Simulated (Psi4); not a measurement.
**SiH2Br2 (dibromosilane) at DSD-PBEP86/def2-SVP (density fitting for correlation)**

What is the vertical ionisation energy of SiH2Br2 (dibromosilane) at DSD-PBEP86/def2-SVP (density fitting for correlation)? 

The calculation is run with Psi4 1.11.

5 further runs of the same task are left out: 2 that didn't finish, 3 set aside as unsound or not needed.

## 1. Starting point

SiH2Br2 has 5 atoms, charge 0, and is taken as a singlet. As SMILES, `Br[SiH2]Br`. The shape is that of a PBE0-D4/def2-TZVP optimisation.

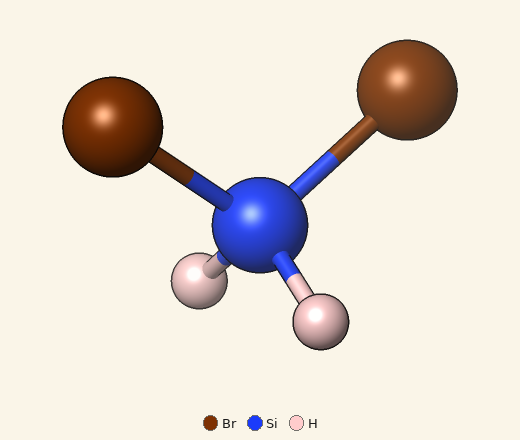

The structure, seen from a chosen angle (bromine brown, silicon blue, hydrogen pink).

## 2. A single-point energy at DSD-PBEP86/def2-SVP (density fitting for correlation)

Input file br2h2si.xyz:

```xyz
5
Br2H2Si
Br    -1.672690    -1.239290     0.362310
Si     0.158230    -0.046290     0.054680
Br    -0.295570     1.814160    -1.042010
H      1.103430    -0.843230    -0.751710
H      0.706590     0.314640     1.376730
```

Input file run.py:

```python
import numpy as np
from ase.calculators.psi4 import Psi4
from ase.io import read

mol = read('br2h2si.xyz')
calc = Psi4(atoms=mol, method='dsd-pbep86', basis='def2-SVP', memory='2200MB', num_threads=1, charge=0, multiplicity=1, label='calc', reference='rks')
calc.psi4.set_options({'puream': True, 'e_convergence': 1e-09, 'd_convergence': 1e-08, 'scf_type': 'pk', 'dft_radial_points': 99, 'dft_spherical_points': 590, 'num_frozen_docc': 23})
mol.calc = calc

print(f'energy: {mol.get_potential_energy():.6f} eV')
```

The run is started by

```bash
$ python run.py
```

calc.dat:

```text
[...]
  Running in c1 symmetry.
[...]
  Nuclear repulsion =  448.279262821226382
[...]
  Multiplicity = 1
[...]
  Nalpha       = 43
  Nbeta        = 43
[...]
    Number of basis functions: 92
[...]
   @RKS iter   1: -5435.62321777290617   -2.92274e+00   1.76007e-02 DIIS/ADIIS
[...]
   @RKS iter  10: -5436.05473878529028   -2.00089e-11   4.36240e-09 DIIS
[...]
    Orbital Energies [Eh]
    ---------------------
    Doubly Occupied:
       1A   -487.474931     2A   -487.474912     3A    -67.914211
       4A    -64.219037     5A    -64.219023     6A    -57.743343
       7A    -57.743329     8A    -57.741942     9A    -57.741924
      10A    -57.741877    11A    -57.741861    12A     -9.451264
      13A     -9.451251    14A     -7.139130    15A     -7.139117
      16A     -7.132029    17A     -7.132016    18A     -7.131772
      19A     -7.131760    20A     -5.917960    21A     -4.113036
      22A     -4.111671    23A     -4.109983    24A     -3.009225
      25A     -3.009210    26A     -3.006672    27A     -3.006658
      28A     -3.006421    29A     -3.006408    30A     -2.999826
      31A     -2.999824    32A     -2.999814    33A     -2.999811
      34A     -0.966396    35A     -0.939187    36A     -0.667069
[...]
  @RKS Final Energy: -5436.05473878529028
   => Energetics <=
    Nuclear Repulsion Energy =            448.2792628212263821
    One-Electron Energy =               -8461.3509314483144408
    Two-Electron Energy =                2634.8901835341962396
    DFT Exchange-Correlation Energy =     -57.8732536923979595
    Empirical Dispersion Energy =           0.0000000000000000
    VV10 Nonlocal Energy =                  0.0000000000000000
    Total Energy =                      -5436.0547387852893735
[...]
 Multipole Moments:
 ------------------------------------------------------------------------------------
     Multipole            Electronic (a.u.)      Nuclear  (a.u.)        Total (a.u.)
 ------------------------------------------------------------------------------------
 L = 1.  Multiply by 2.5417464519 to convert [e a0] to [Debye]
 Dipole X            :         -5.9215244            6.4150284            0.4935039
 Dipole Y            :          1.7294174           -1.8737448           -0.1443274
 Dipole Z            :         -2.0448343            2.2153550            0.1705208
 Magnitude           :                                                    0.5417138
[...]
```

Standard output:

```text
energy: -147930.367616 eV
```

Run time: 26 s. Hardware: 1 thread of AMD EPYC (Zen 3), shared host; peak memory 0.88 GiB.

## 3. The doublet cation at the same level

Input file calc.py:

```python
import psi4

psi4.set_memory('2200 MB')
psi4.set_num_threads(1)
psi4.core.set_output_file('br2h2si.out', False)

molecule = psi4.geometry("""
1 2
Br    -1.672690    -1.239290     0.362310
Si     0.158230    -0.046290     0.054680
Br    -0.295570     1.814160    -1.042010
H      1.103430    -0.843230    -0.751710
H      0.706590     0.314640     1.376730
units angstrom
symmetry c1
""")

psi4.set_options({
    'basis': 'def2-SVP',
    'reference': 'uks',
    'puream': True,
    'e_convergence': 1e-09,
    'd_convergence': 1e-08,
    'scf_type': 'pk',
    'dft_radial_points': 99,
    'dft_spherical_points': 590,
    'num_frozen_docc': 23,
    'maxiter': 100,
})

energy_value, wavefunction = psi4.energy('dsd-pbep86', return_wfn=True)
print(f'dsd-pbep86 energy: {energy_value:.10f} Eh')
```

The run is started by

```bash
$ python calc.py
```

br2h2si.out:

```text
[...]
  Running in c1 symmetry.
[...]
  Nuclear repulsion =  448.279262821226382
[...]
  Multiplicity = 2
[...]
  Nalpha       = 43
  Nbeta        = 42
[...]
    Number of basis functions: 92
[...]
   @UKS iter   1: -5435.21977666276143   -2.51930e+00   1.72917e-02 DIIS/ADIIS
[...]
   @UKS iter  17: -5435.64946758249516   -7.27596e-12   6.70930e-09 DIIS
[...]
   @S^2 Observed:                7.619816404E-01
[...]
    Orbital Energies [Eh]
    ---------------------
    Alpha Occupied:
       1A   -487.726463     2A   -487.726385     3A    -68.129578
       4A    -64.469477     5A    -64.469401     6A    -57.994943
       7A    -57.994865     8A    -57.993043     9A    -57.992968
      10A    -57.991527    11A    -57.991451    12A     -9.702610
      13A     -9.702535    14A     -7.390218    15A     -7.390136
      16A     -7.387122    17A     -7.387050    18A     -7.379658
      19A     -7.379585    20A     -6.135846    21A     -4.330529
      22A     -4.329336    23A     -4.327853    24A     -3.260018
      25A     -3.259941    26A     -3.259669    27A     -3.259592
      28A     -3.252683    29A     -3.252606    30A     -3.252344
      31A     -3.252274    32A     -3.250231    33A     -3.250158
      34A     -1.212320    35A     -1.187911    36A     -0.895100
[...]
  @UKS Final Energy: -5435.64946758249516
   => Energetics <=
    Nuclear Repulsion Energy =            448.2792628212263821
    One-Electron Energy =               -8440.6321244057162403
    Two-Electron Energy =                2614.4726956142822019
    DFT Exchange-Correlation Energy =     -57.7693016122876060
    Empirical Dispersion Energy =           0.0000000000000000
    VV10 Nonlocal Energy =                  0.0000000000000000
    Total Energy =                      -5435.6494675824951628
[...]
 Multipole Moments:
 ------------------------------------------------------------------------------------
     Multipole            Electronic (a.u.)      Nuclear  (a.u.)        Total (a.u.)
 ------------------------------------------------------------------------------------
 L = 1.  Multiply by 2.5417464519 to convert [e a0] to [Debye]
 Dipole X            :         -5.4185097            6.4150284            0.9965187
 Dipole Y            :          1.5818375           -1.8737448           -0.2919072
 Dipole Z            :         -1.8707635            2.2153550            0.3445916
 Magnitude           :                                                    1.0940762
[...]
```

The script printed:

```text
dsd-pbep86 energy: -5435.9382909832 Eh
```

Run time: 46 s. Hardware: 1 thread of AMD EPYC (Zen 3), shared host; peak memory 0.84 GiB.

## 4. Results

Level: DSD-PBEP86/def2-SVP (density fitting for correlation), 23 core orbitals frozen.

| quantity | value |
| --- | --- |
| singlet SiH2Br2: total energy | -5436.34078 Eh |
| singlet SiH2Br2: HOMO energy (SCF part's orbitals) | -10.48 eV |
| singlet SiH2Br2: LUMO energy (SCF part's orbitals) | 1.87 eV |
| singlet SiH2Br2: HOMO–LUMO gap (SCF part's orbitals) | 12.35 eV |
| doublet cation: total energy | -5435.93829 Eh |
| doublet cation: HOMO energy (SCF part's orbitals) (highest over α and β) | -14.83 eV |
| doublet cation: LUMO energy (SCF part's orbitals) (lowest over α and β) | -11.53 eV |
| doublet cation: ⟨S²⟩ | 0.762 |
| vertical ionisation energy (to the doublet cation) | 10.952 eV |

In words: The vertical ionisation energy comes to 10.95 eV (253 kcal/mol). −ε(HOMO) before ionisation, 10.48 eV, is 0.47 eV below this ionisation energy.
